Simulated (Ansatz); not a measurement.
Bands of a (20,0) carbon nanotube, along its axis.

Calculation: PBE (plane waves to 420 eV, PAW; Ansatz, a quantum-chemistry and plane-wave program). Mesh 1×1×18. No spin polarisation. Isolated but for its images some 11 Å away. An idealised model, rolled from the flat sheet. Symmetry and one short period hold its shape; lower forms weren't sought.

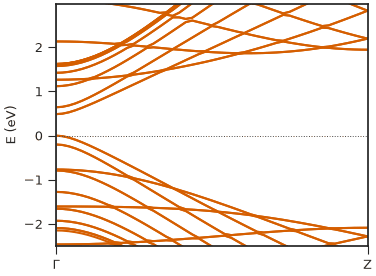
Fig. 1. Bands from the zone centre to the zone edge (period 4.27 Å); the dotted line marks the highest filled level

### Question
Is it a metal or a semiconductor at this level? Give what the bands show.

### Answer
A semiconductor in PBE.
```
Quantity                 Value
--------  --------------------
PBE gap   0.49 eV, direct at Γ
```
